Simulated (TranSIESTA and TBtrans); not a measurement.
Junction: Si chain with one bond stretched by 2.0 Å. Leads: straight Si chain, spacing 2.25 Å. Geometry: as built, not relaxed.

Computed with TranSIESTA and TBtrans, PBE, DZP numerical orbitals (energy shift 0.15 eV), PseudoDojo norm-conserving scalar-relativistic potentials, mesh cutoff 200 Ry, 300 K, no spin polarisation, no spin-orbit coupling; self-consistent non-equilibrium Green functions.

Energies count from the leads' Fermi level. Transmissions are for one spin of a degenerate pair. The energy step is 0.01 eV; narrower resonances are cut or missed.

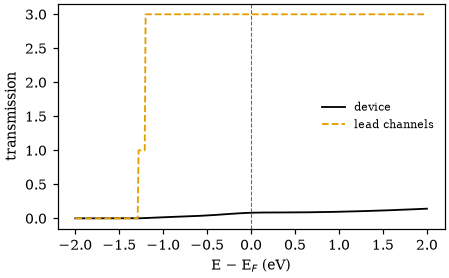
*Transmission against energy*

```tsv
E (eV)	T	lead channels
-2.00	0	0
-1.80	0	0
-1.60	0	0
-1.40	0	0
-1.20	0.0052	band edge
-1.00	0.016	3
-0.80	0.026	3
-0.60	0.036	3
-0.40	0.051	3
-0.20	0.069	3
0.00	0.082	3
0.20	0.086	3
0.40	0.087	3
0.60	0.089	3
0.80	0.092	3
1.00	0.097	3
1.20	0.10	3
1.40	0.11	3
1.60	0.12	3
1.80	0.13	3
2.00	0.14	3
```

The straight chain is held at its spacing; free chains may zigzag or dimerise. No spin-polarised start was tried, so a magnetic state, if there is one, is missed.
